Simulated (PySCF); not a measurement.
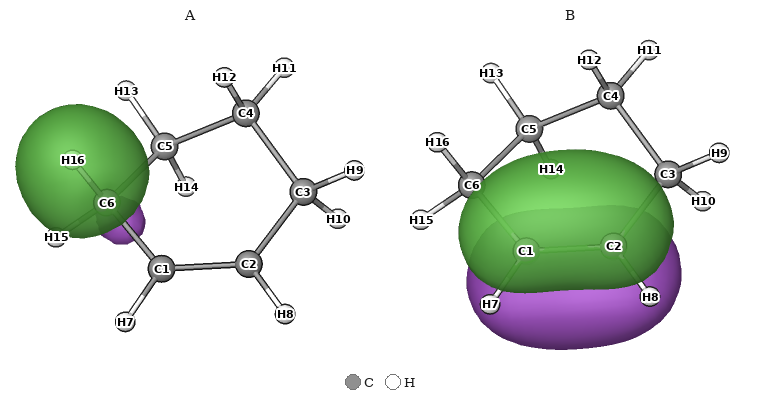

C6H10, SMILES `C1=CCCCC1`. Intrinsic bond orbitals (IBO), occupied; each surface holds about 85 % of the orbital's density. Energies are diagonal elements of the Fock matrix.

Computed with PySCF, PBE0/def2-SVP, geometry: GFN2-xTB. No frequency check shows the geometry to be a minimum.

Question: Name the orbitals, with their atomic make-up and energies.

Answer: By panel:
- A: σ bond C6–H16 (C6 56 %, H16 42 %; −13.0 eV)
- B: π bond C1–C2 (C1 49 %, C2 49 %; −7.6 eV)

The PySCF run took 18 s on 1 thread of Arm Neoverse V2, with other jobs on the host, peak memory 0.58 GiB.
